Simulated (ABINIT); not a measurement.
# Ba2TaBiO6 (R-3): G0W0 with ABINIT, start to end, part 2 of 3

Aim: the G0W0 gap of Ba2TaBiO6 (R-3) on LDA, step by step.

ABINIT 10.8.3; LDA and many-body steps on it, plane waves. Known limits of the many-body steps: not at the basis limit; no spin-orbit coupling; coarse k mesh.

So far. Step 2 (Ground state): The gap is indirect, with the least direct gap 0.03 eV higher.

**3. Bands along the symmetry lines**

Level of this step: DFT, LDA, plane waves, norm-conserving pseudopotentials (ABINIT).

The cheap functional maps the bands first; the places of the edges decide which points the dearer methods must see.

run.abi reads:

```
acell 3*1.0 Angstrom
rprim 
  3.075626834241 1.775713980676 4.956223105800
  -3.075626834241 1.775713980676 4.956223105800
  0.000000000000 -3.551427961352 4.956223105800
ntypat 4
znucl 56 73 83 8
natom 10
typat 1 1 2 3 4 4 4 4 4 4
xred 
  0.748816000000 0.748816000000 0.748816000000
  0.251184000000 0.251184000000 0.251184000000
  0.500000000000 0.500000000000 0.500000000000
  0.000000000000 0.000000000000 0.000000000000
  0.725510000000 0.218856000000 0.322035000000
  0.218856000000 0.322035000000 0.725510000000
  0.322035000000 0.725510000000 0.218856000000
  0.274490000000 0.781144000000 0.677965000000
  0.677965000000 0.274490000000 0.781144000000
  0.781144000000 0.677965000000 0.274490000000
pp_dirpath "pseudos"
pseudos "Ba.upf, Ta.upf, Bi.upf, O.upf"
ecut 62
iscf -2
irdden 1
kptopt 0
nkpt 31
kpt 
  0.00000000 0.00000000 0.00000000
  0.12500000 0.12500000 0.12500000
  0.25000000 0.25000000 0.25000000
  0.37500000 0.37500000 0.37500000
  0.50000000 0.50000000 0.50000000
  0.56193928 0.43806072 0.50000000
  0.62387856 0.37612144 0.50000000
  0.68581784 0.31418216 0.50000000
  0.74775712 0.25224288 0.50000000
  0.50000000 -0.25224288 0.25224288
  0.50000000 -0.18918216 0.18918216
  0.50000000 -0.12612144 0.12612144
  0.50000000 -0.06306072 0.06306072
  0.50000000 0.00000000 0.00000000
  0.37500000 0.00000000 0.00000000
  0.25000000 0.00000000 0.00000000
  0.12500000 0.00000000 0.00000000
  0.00000000 0.00000000 0.00000000
  0.09403036 -0.09403036 0.00000000
  0.18806072 -0.18806072 0.00000000
  0.28209108 -0.28209108 0.00000000
  0.37612144 -0.37612144 -0.00000000
  0.62387856 0.00000000 0.37612144
  0.59290892 0.00000000 0.40709108
  0.56193928 0.00000000 0.43806072
  0.53096964 0.00000000 0.46903036
  0.50000000 0.00000000 0.50000000
  0.37500000 0.00000000 0.37500000
  0.25000000 0.00000000 0.25000000
  0.12500000 0.00000000 0.12500000
  0.00000000 0.00000000 0.00000000
istwfk *1
nband 60
nbdbuf 2
tolwfr 1e-08
nstep 40
prtwf 0
prtvol 0
indata_prefix "in"
outdata_prefix "out"
tmpdata_prefix "tmp"
```

Run with:

```console
> OMP_NUM_THREADS=1 mpirun -n 8 abinit run.abi > log
```

Numbers of over 12 decimals in the logs are rounded to 6 here.

Output:

```text
.Version 10.8.3 of ABINIT. v10.8.2 released Aug 2026.

 Symmetries : space group R-3 (#148); Bravais hR (rhombohedral)
[... echo of the input left out ...]
== DATASET  1 ==================================================================
-   mpi_nproc: 8, omp_nthreads: 1 (-1 if OMP is not activated)

--- !DatasetInfo
iteration_state: {dtset: 1, }
dimensions: {natom: 10, nkpt: 31, mband: 60, nsppol: 1, nspinor: 1, nspden: 1, mpw: 25614, }
cutoff_energies: {ecut:  62.0, pawecutdg:  -1.0, }
electrons: {nelect:   1.06000000E+02, charge:   0.00000000E+00, occopt:   1.00000000E+00, tsmear:   1.00000000E-02, }

 Real(R)+Recip(G) space primitive vectors, cartesian coordinates (Bohr,Bohr^-1):
 R(1)=  5.8120924  3.3556131  9.3659043  G(1)=  0.0860275  0.0496680  0.0355901
 R(2)= -5.8120924  3.3556131  9.3659043  G(2)= -0.0860275  0.0496680  0.0355901
 R(3)=  0.0000000 -6.7112262  9.3659043  G(3)=  0.0000000 -0.0993360  0.0355901
 Unit cell volume ucvol=  1.0959869E+03 bohr^3
 Angles (23,13,12)=  6.05865505E+01  6.05865505E+01  6.05865505E+01 degrees

 getcut: wavevector=  0.0000  0.0000  0.0000  ngfft=  90  90  90
         ecut(hartree)=     62.000   => boxcut(ratio)=   2.20368

 getcut : COMMENT -
  Note that boxcut > 2.2 ; recall that boxcut=Gcut(box)/Gcut(sphere) = 2
  is sufficient for exact treatment of convolution.
  Such a large boxcut is a waste : you could raise ecut
  e.g. ecut=   75.271300 Hartrees makes boxcut=2

--- Pseudopotential description ------------------------------------------------
- Ba Generated using ONCVPSP code by D. R. Hamann
- 56.00000  10.00000  180309                  znucl, zion, pspdat
12 -1012 2 -1 1912                            pspcod,pspxc,lmax,lloc,mmax
     nproj     2     2     2     0
  pspatm : epsatm=   25.95172157
         --- l  ekb(1:nproj) -->
             0    6.668455    0.685657
             1    5.046948    0.410312
             2    2.551809    0.419281
 pspatm: atomic psp has been read  and splines computed

- Ta Generated using ONCVPSP code by D. R. Hamann
- 73.00000  27.00000  180309                  znucl, zion, pspdat
12 -1012 3 -1 1432                            pspcod,pspxc,lmax,lloc,mmax
     nproj     2     2     2     2
  pspatm : epsatm=   47.13858445
         --- l  ekb(1:nproj) -->
[...]
pspatm: atomic psp has been read  and splines computed

- Bi Generated using ONCVPSP code by D. R. Hamann
- 83.00000  23.00000  180309                  znucl, zion, pspdat
12 -1012 2 -1 1454                            pspcod,pspxc,lmax,lloc,mmax
     nproj     2     2     2     0
  pspatm : epsatm=   28.50282335
         --- l  ekb(1:nproj) -->
[...]
pspatm: atomic psp has been read  and splines computed

- O Generated using ONCVPSP code by D. R. Hamann
-  8.00000   6.00000  201201                  znucl, zion, pspdat
12 -1012 2 -1 926                             pspcod,pspxc,lmax,lloc,mmax
[...]
Non-SCF case, kpt   31 (  0.00000  0.00000  0.00000), residuals and eigenvalues=
[...]
1.8294E-01  1.8568E-01  1.9523E-01  1.9523E-01  2.0975E-01  3.5481E-01
  3.6153E-01  3.6341E-01  3.6341E-01  3.7370E-01  3.7370E-01  3.8560E-01

--- !ResultsGS
iteration_state: {dtset: 1, }
comment   : Summary of ground state results
lattice_vectors:
- [  5.8120924,   3.3556131,   9.3659043, ]
- [ -5.8120924,   3.3556131,   9.3659043, ]
- [  0.0000000,  -6.7112262,   9.3659043, ]
lattice_lengths: [  11.52218,   11.52218,   11.52218, ]
lattice_angles: [ 60.587,  60.587,  60.587, ] # degrees, (23, 13, 12)
lattice_volume:   1.0959869E+03
convergence: {deltae:  0.000E+00, res2:  0.000E+00, residm:  9.986E-09, diffor:  0.000E+00, }
etotal    :  -7.12426835E+02
entropy   :   0.00000000E+00
fermie    :   2.38607770E-01
cartesian_stress_tensor: null
pressure_GPa: null
xred      :
- [  7.4882E-01,   7.4882E-01,   7.4882E-01, Ba]
- [  2.5118E-01,   2.5118E-01,   2.5118E-01, Ba]
- [  5.0000E-01,   5.0000E-01,   5.0000E-01, Ta]
- [  0.0000E+00,   0.0000E+00,   0.0000E+00, Bi]
- [  7.2551E-01,   2.1886E-01,   3.2203E-01,  O]
- [  2.1886E-01,   3.2204E-01,   7.2551E-01,  O]
- [  3.2203E-01,   7.2551E-01,   2.1886E-01,  O]
- [  2.7449E-01,   7.8114E-01,   6.7797E-01,  O]
- [  6.7797E-01,   2.7449E-01,   7.8114E-01,  O]
- [  7.8114E-01,   6.7797E-01,   2.7449E-01,  O]
cartesian_forces: null
force_length_stats: {min: null, max: null, mean: null, }

 Integrated electronic density in atomic spheres:
 ------------------------------------------------
 Atom  Sphere_radius  Integrated_density
[...]
================================================================================

 ----iterations are completed or convergence reached----

 Mean square residual over all n,k,spin=   57.892E-10; max=  99.861E-10
 reduced coordinates (array xred) for   10 atoms
[...]
0.677965000000      0.274490000000      0.781144000000
       0.781144000000      0.677965000000      0.274490000000

 cartesian coordinates (angstrom) at end:
[...]
length scales=  1.889726125908  1.889726125908  1.889726125908 bohr
              =  1.000000000000  1.000000000000  1.000000000000 angstroms
 prteigrs : about to open file out_EIG
 Eigenvalues (hartree) for nkpt=  31  k points:
 kpt#   1, nband= 60, wtk=  1.00000, kpt=  0.0000  0.0000  0.0000 (reduced coord)
[...]
kpt#   2, nband= 60, wtk=  1.00000, kpt=  0.1250  0.1250  0.1250 (reduced coord)
[...]
kpt#   3, nband= 60, wtk=  1.00000, kpt=  0.2500  0.2500  0.2500 (reduced coord)
[...]
kpt#  30, nband= 60, wtk=  1.00000, kpt=  0.1250  0.0000  0.1250 (reduced coord)
[...]
0.36667    0.37698    0.38212    0.39308
 kpt#  31, nband= 60, wtk=  1.00000, kpt=  0.0000  0.0000  0.0000 (reduced coord)
[...]
0.10762    0.10782    0.10782    0.15646    0.16513    0.17101    0.17101    0.18294
   0.18294    0.18568    0.19523    0.19523    0.20975    0.35481    0.36153    0.36341
   0.36341    0.37370    0.37370    0.38560

== END DATASET(S) ==============================================================
================================================================================

 -outvars: echo values of variables after computation  --------
            nband          60
             nkpt          31
          spgroup         148
 [... the other variables as echoed above ...]

 Calculation completed.
```

Elapsed: 12 min, on 8 MPI ranks of Intel Xeon Platinum 8259CL at 2.50GHz (Skylake/Cascade Lake), shared host; peak memory 2.1 GiB; 1.5 h of CPU time.

Numbers from this step:

- gap: 2.549 eV
- k of the valence top: 0.5, 0.5, 0.5
- k of the conduction bottom: 0.5, 0, 0
- least direct gap: 2.577 eV

The gap is 2.549 eV, as in the run before at this level.

Electronic bands along the path, in eV, zero at the top of the highest filled band:

| point | band 50 | band 51 | band 52 | band 53 | band 54 | band 55 | band 56 | band 57 |
| --- | --- | --- | --- | --- | --- | --- | --- | --- |
| Γ | -1.44 | -1.18 | -1.18 | -0.79 | 3.16 | 3.34 | 3.40 | 3.40 |
| T | -1.56 | -1.56 | -1.53 | 0.00 | 2.68 | 3.14 | 3.14 | 4.10 |
| H2 | -1.68 | -1.31 | -1.30 | -0.75 | 3.32 | 3.39 | 3.90 | 4.07 |
| jump to H0 | -1.68 | -1.31 | -1.30 | -0.75 | 3.32 | 3.39 | 3.90 | 4.07 |
| L | -1.41 | -1.40 | -1.26 | -0.03 | 2.55 | 2.92 | 3.44 | 3.83 |
| Γ | -1.44 | -1.18 | -1.18 | -0.79 | 3.16 | 3.34 | 3.40 | 3.40 |
| S0 | -1.54 | -1.51 | -1.36 | -0.85 | 3.15 | 3.67 | 3.81 | 4.23 |
| jump to S2 | -1.54 | -1.51 | -1.36 | -0.85 | 3.15 | 3.67 | 3.81 | 4.23 |
| F | -1.73 | -1.67 | -1.63 | -0.91 | 3.22 | 4.05 | 4.09 | 4.35 |
| Γ | -1.44 | -1.18 | -1.18 | -0.79 | 3.16 | 3.34 | 3.40 | 3.40 |

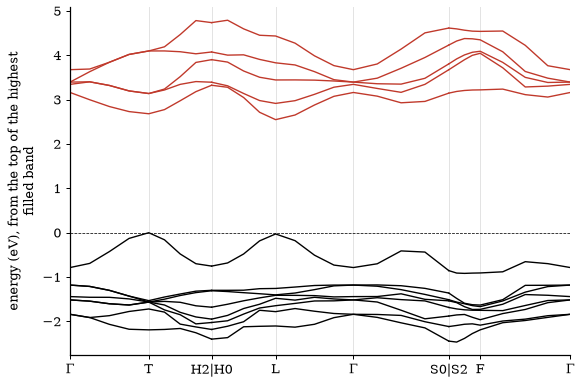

Electronic bands along the path; lines of filled and empty bands in two colours.

**4. Empty states on the mesh, 2×2×2 mesh, 191 bands**

The sums over transitions need many empty states on a uniform mesh; this step solves for them.

run.abi reads:

```
acell 3*1.0 Angstrom
rprim 
  3.075626834241 1.775713980676 4.956223105800
  -3.075626834241 1.775713980676 4.956223105800
  0.000000000000 -3.551427961352 4.956223105800
ntypat 4
znucl 56 73 83 8
natom 10
typat 1 1 2 3 4 4 4 4 4 4
xred 
  0.748816000000 0.748816000000 0.748816000000
  0.251184000000 0.251184000000 0.251184000000
  0.500000000000 0.500000000000 0.500000000000
  0.000000000000 0.000000000000 0.000000000000
  0.725510000000 0.218856000000 0.322035000000
  0.218856000000 0.322035000000 0.725510000000
  0.322035000000 0.725510000000 0.218856000000
  0.274490000000 0.781144000000 0.677965000000
  0.677965000000 0.274490000000 0.781144000000
  0.781144000000 0.677965000000 0.274490000000
pp_dirpath "pseudos"
pseudos "Ba.upf, Ta.upf, Bi.upf, O.upf"
ecut 62
ngkpt 2 2 2
nshiftk 1
shiftk 0 0 0
kptopt 1
chksymbreak 0
iscf -2
irdden 1
istwfk *1
nband 191
nbdbuf 16
tolwfr 1e-09
nstep 60
prtvol 0
indata_prefix "in"
outdata_prefix "out"
tmpdata_prefix "tmp"
```

Output:

```text
.Version 10.8.3 of ABINIT. v10.8.2 released Aug 2026.

 Symmetries : space group R-3 (#148); Bravais hR (rhombohedral)
[... echo of the input left out ...]
== DATASET  1 ==================================================================
-   mpi_nproc: 8, omp_nthreads: 1 (-1 if OMP is not activated)
-    --> not optimal distribution: autoparal keyword recommended in input file <--

--- !DatasetInfo
iteration_state: {dtset: 1, }
dimensions: {natom: 10, nkpt: 4, mband: 191, nsppol: 1, nspinor: 1, nspden: 1, mpw: 25587, }
cutoff_energies: {ecut:  62.0, pawecutdg:  -1.0, }
electrons: {nelect:   1.06000000E+02, charge:   0.00000000E+00, occopt:   1.00000000E+00, tsmear:   1.00000000E-02, }

 Real(R)+Recip(G) space primitive vectors, cartesian coordinates (Bohr,Bohr^-1):
 R(1)=  5.8120924  3.3556131  9.3659043  G(1)=  0.0860275  0.0496680  0.0355901
 R(2)= -5.8120924  3.3556131  9.3659043  G(2)= -0.0860275  0.0496680  0.0355901
 R(3)=  0.0000000 -6.7112262  9.3659043  G(3)=  0.0000000 -0.0993360  0.0355901
 Unit cell volume ucvol=  1.0959869E+03 bohr^3
 Angles (23,13,12)=  6.05865505E+01  6.05865505E+01  6.05865505E+01 degrees

 getcut: wavevector=  0.0000  0.0000  0.0000  ngfft=  90  90  90
         ecut(hartree)=     62.000   => boxcut(ratio)=   2.20368

 getcut : COMMENT -
  Note that boxcut > 2.2 ; recall that boxcut=Gcut(box)/Gcut(sphere) = 2
  is sufficient for exact treatment of convolution.
  Such a large boxcut is a waste : you could raise ecut
  e.g. ecut=   75.271300 Hartrees makes boxcut=2

--- Pseudopotential description ------------------------------------------------
- Ba Generated using ONCVPSP code by D. R. Hamann
- 56.00000  10.00000  180309                  znucl, zion, pspdat
12 -1012 2 -1 1912                            pspcod,pspxc,lmax,lloc,mmax
     nproj     2     2     2     0
  pspatm : epsatm=   25.95172157
         --- l  ekb(1:nproj) -->
             0    6.668455    0.685657
             1    5.046948    0.410312
             2    2.551809    0.419281
 pspatm: atomic psp has been read  and splines computed

- Ta Generated using ONCVPSP code by D. R. Hamann
- 73.00000  27.00000  180309                  znucl, zion, pspdat
12 -1012 3 -1 1432                            pspcod,pspxc,lmax,lloc,mmax
     nproj     2     2     2     2
  pspatm : epsatm=   47.13858445
         --- l  ekb(1:nproj) -->
[...]
pspatm: atomic psp has been read  and splines computed

- Bi Generated using ONCVPSP code by D. R. Hamann
- 83.00000  23.00000  180309                  znucl, zion, pspdat
12 -1012 2 -1 1454                            pspcod,pspxc,lmax,lloc,mmax
     nproj     2     2     2     0
  pspatm : epsatm=   28.50282335
         --- l  ekb(1:nproj) -->
[...]
pspatm: atomic psp has been read  and splines computed

- O Generated using ONCVPSP code by D. R. Hamann
[...]
-1.0308E+00 -1.0308E+00 -7.2773E-01 -7.2434E-01 -5.7752E-01 -5.7752E-01
 -5.7490E-01 -5.7431E-01 -5.7431E-01 -4.8801E-01 -4.8633E-01 -4.8633E-01
[...]
1.6726E+00  1.7057E+00  1.7121E+00  1.7121E+00  1.7379E+00  1.7379E+00
  1.7533E+00  1.7752E+00  1.7752E+00  1.7865E+00  1.7865E+00  1.8044E+00
  1.8122E+00  1.8262E+00  1.8265E+00  1.8445E+00  1.8604E+00
 prteigrs : prtvol=0 or 1, do not print more k-points.

--- !ResultsGS
iteration_state: {dtset: 1, }
comment   : Summary of ground state results
lattice_vectors:
- [  5.8120924,   3.3556131,   9.3659043, ]
- [ -5.8120924,   3.3556131,   9.3659043, ]
- [  0.0000000,  -6.7112262,   9.3659043, ]
lattice_lengths: [  11.52218,   11.52218,   11.52218, ]
lattice_angles: [ 60.587,  60.587,  60.587, ] # degrees, (23, 13, 12)
lattice_volume:   1.0959869E+03
convergence: {deltae:  0.000E+00, res2:  0.000E+00, residm:  9.991E-10, diffor:  0.000E+00, }
etotal    :  -7.12426835E+02
entropy   :   0.00000000E+00
fermie    :   2.38607770E-01
cartesian_stress_tensor: null
pressure_GPa: null
xred      :
- [  7.4882E-01,   7.4882E-01,   7.4882E-01, Ba]
- [  2.5118E-01,   2.5118E-01,   2.5118E-01, Ba]
- [  5.0000E-01,   5.0000E-01,   5.0000E-01, Ta]
- [  0.0000E+00,   0.0000E+00,   0.0000E+00, Bi]
- [  7.2551E-01,   2.1886E-01,   3.2203E-01,  O]
- [  2.1886E-01,   3.2204E-01,   7.2551E-01,  O]
- [  3.2203E-01,   7.2551E-01,   2.1886E-01,  O]
- [  2.7449E-01,   7.8114E-01,   6.7797E-01,  O]
- [  6.7797E-01,   2.7449E-01,   7.8114E-01,  O]
- [  7.8114E-01,   6.7797E-01,   2.7449E-01,  O]
cartesian_forces: null
force_length_stats: {min: null, max: null, mean: null, }

 Integrated electronic density in atomic spheres:
 ------------------------------------------------
 Atom  Sphere_radius  Integrated_density
[...]
================================================================================

 ----iterations are completed or convergence reached----

 Mean square residual over all n,k,spin=   52.310E-11; max=  99.907E-11
 reduced coordinates (array xred) for   10 atoms
[...]
0.677965000000      0.274490000000      0.781144000000
       0.781144000000      0.677965000000      0.274490000000

 cartesian coordinates (angstrom) at end:
    1     -0.000000     0.000000    11.133897
    2     -0.000000    -0.000000     3.734772
    3      0.000000     0.000000     7.434335
[...]
9      1.240939    -1.082889     8.592103
   10      0.317340     1.616129     8.592103
 length scales=  1.889726125908  1.889726125908  1.889726125908 bohr
              =  1.000000000000  1.000000000000  1.000000000000 angstroms
 prteigrs : about to open file out_EIG
 Eigenvalues (hartree) for nkpt=   4  k points:
 kpt#   1, nband=191, wtk=  0.12500, kpt=  0.0000  0.0000  0.0000 (reduced coord)
[...]
1.64042    1.65958    1.65958    1.66348    1.66565    1.67261    1.67261    1.70566
   1.71206    1.71206    1.73793    1.73793    1.75330    1.77520    1.77520    1.78650
   1.78651    1.80439    1.81221    1.82623    1.82653    1.84447    1.86037
 prteigrs : prtvol=0 or 1, do not print more k-points.

== END DATASET(S) ==============================================================
================================================================================

 -outvars: echo values of variables after computation  --------
            nband         191
             nkpt           4
          spgroup         148
 [... the other variables as echoed above ...]

 Calculation completed.
```

Wall time 8.2 min (8 MPI ranks); peak memory 1.5 GiB.

Numbers from this step:

* gap: 2.549 eV
* k of the valence top: 0.5, 0.5, 0.5
* k of the conduction bottom: 0.5, 0, 0
* least direct gap: 2.577 eV
* k points computed: 4
* lowest point of the top converged band, above the valence top: 39.02 eV

On this mesh the gap is 2.549 eV.

**5. Screening, 2×2×2 mesh, 175 bands, screening to 108.8 eV**

The RPA dielectric matrix is built and inverted for each q.

This step: RPA screening on LDA, plane waves, norm-conserving pseudopotentials.

run.abi: that of step 4 with these lines changed.

```diff
@@ -28,10 +28,11 @@
 chksymbreak 0
-iscf -2
-irdden 1
 istwfk *1
-nband 191
-nbdbuf 16
-tolwfr 1e-09
-nstep 60
-prtvol 0
+occopt 1
+irdwfk 1
+optdriver 3
+nband 175
+ecuteps 4
+inclvkb 2
+awtr 1
+symchi 1
 indata_prefix "in"
```

Output:

```text
.Version 10.8.3 of ABINIT. v10.8.2 released Aug 2026.

 Symmetries : space group R-3 (#148); Bravais hR (rhombohedral)
[... echo of the input left out ...]
== DATASET  1 ==================================================================
-   mpi_nproc: 8, omp_nthreads: 1 (-1 if OMP is not activated)

--- !DatasetInfo
iteration_state: {dtset: 1, }
dimensions: {natom: 10, nkpt: 4, mband: 175, nsppol: 1, nspinor: 1, nspden: 1, mpw: 25587, }
cutoff_energies: {ecut:  62.0, pawecutdg:  -1.0, }
electrons: {nelect:   1.06000000E+02, charge:   0.00000000E+00, occopt:   1.00000000E+00, tsmear:   1.00000000E-02, }

 SCREENING: Calculation of the susceptibility and dielectric matrices

 Based on a program developped by R.W. Godby, V. Olevano, G. Onida, and L. Reining.
 Incorporated in ABINIT by V. Olevano, G.-M. Rignanese, and M. Torrent.
.Using double precision arithmetic ; gwpc =  8

[... cell and pseudopotentials left out ...]
--------------------------------------------------------------------------------

 ==== K-mesh for the wavefunctions ====
 Number of points in the irreducible wedge :     4
[... list of points left out ...]
 Together with  6 symmetry operations and time-reversal symmetry
 yields     8 points in the full Brillouin Zone.

 ==== Q-mesh for the screening function ====
 Number of points in the irreducible wedge :     4
[... list of points left out ...]
 Together with  6 symmetry operations and time-reversal symmetry
 yields     8 points in the full Brillouin Zone.

 setmesh: FFT mesh size selected  =    54x   54x   54
          total number of points  =       157464

 vcoul_init : cutoff-mode = AUXILIARY_FUNCTION
 q-points for optical limit:   1
     1)      0.000010    0.000020    0.000030

- screening: taking advantage of time-reversal symmetry
- Maximum band index for partially occupied states nbvw = 53
- Remaining bands to be divided among processors   nbcw = 122
- Number of bands treated by each node ~15

 Number of electrons calculated from density =  106.0000; Expected =  106.0000
 average of density, n =  0.096716
 r_s =    1.3515
 omega_plasma =   29.9989 [eV]

 calculating chi0 at frequencies [eV] :
  1    0.000000E+00    0.000000E+00
  2    0.000000E+00    2.999894E+01

--------------------------------------------------------------------------------
  q-point number  1        q = ( 0.000000, 0.000000, 0.000000) [r.l.u.]
--------------------------------------------------------------------------------
[... chi0 elements left out ...]
 For q-point:  0.000010 0.000020 0.000030
  dielectric constant =   6.6242
  dielectric constant without local fields =   7.1929

  Average fulfillment of the sum rule on Im[epsilon] for q-point    1 :     48.51  [%]
[... wings left out ...]
  q-point number  2        q = ( 0.500000, 0.000000, 0.000000) [r.l.u.]
--------------------------------------------------------------------------------
[... chi0 elements left out ...]
  Average fulfillment of the sum rule on Im[epsilon] for q-point    2 :     54.62  [%]

 [... 2 further q-points ...]
```

Elapsed: 6.1 min, on 8 MPI ranks; peak memory 11 GiB; 49 min of CPU time.

This step gave:

```yaml
eps_infinity_with_local_fields_on_this_mesh_along_the_program_s_q_direction: 6.624
the_same_without_local_fields: 7.193
plasma_frequency: 30.00 eV
plane_waves_in_the_screening_matrix: 411
```

Local fields lower ε∞ by 8 %. On a Γ-centred mesh this coarse the value itself is usually too large, while a short band sum pulls it down.

(Part 2 of 3 ends here.)

[Paths, hosts, dates, memory and timing lines, banners, echoed tables and standing remarks are left out of the program output.]

[Logs are printed without paths, hosts, clocks, repeated set-up lines and the standing remarks that a program may print on its own settings, such as how far it seeks lower states.]

[Runs of the session that timed out or met a known fault of the program may be left out.]

[Hosts, paths, dates, database ids (printed as entryN), source tags and the programs' standing remarks are cut or masked in the printed files.]

[G0W0 gaps are taken among the corrected bands and points alone; a level outside them can change the order at an edge.]

[Where Ansatz stands beside ABINIT at settings called matched, ABINIT's density can come from a denser mesh and the files from another edition; pairs whose starting gaps differed by over 0.03 eV were left out, so agreement reads better than it is.]
